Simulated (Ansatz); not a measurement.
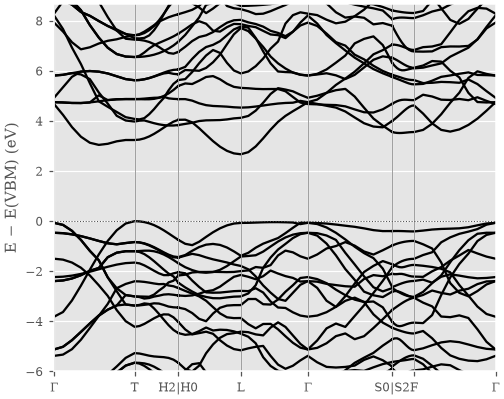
Fig. 1. Band structure from plane-wave PAW r²SCAN (Ansatz code)

Question: Read off the gap and where the band edges lie.

Answer: About 2.7 eV (2.67 eV by a search for the band edges); maximum at T, minimum at L.

The material is B$_{6}$P in space group R-3m (No. 166; B on 18h, B on 18h, P on 6c).

The workflow started from a Materials Project entry (that database holds measured and hypothetical structures alike); the Crystallography Open Database copy checked does not list it. Its standing as an ambient phase is unchecked. Symmetry was held in the r²SCAN relaxation; its stability against distortions is not shown here.

Potentials: the later of the program's two PAW sets.
